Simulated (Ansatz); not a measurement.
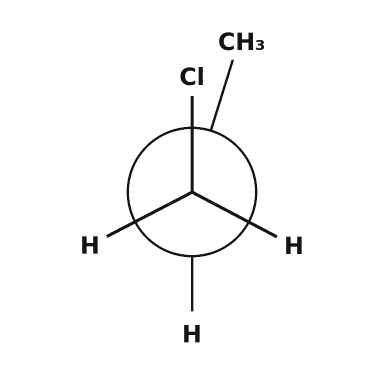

A Newman projection along the Ge–B bond, germanium in front; angles are drawn as computed, but eclipsed bonds slightly apart. The computed structure is the end point of a PBE-D4/def2-SVP optimisation. No frequency run is at hand to confirm it as a minimum.

Which molecule is it?

CH6BClGe, C[BH][GeH2][Cl]

What is the torsion angle from the front Cl to the back CH3? The sign is positive where the front bond must turn clockwise to cover the back bond.

4°, synperiplanar (eclipsed).
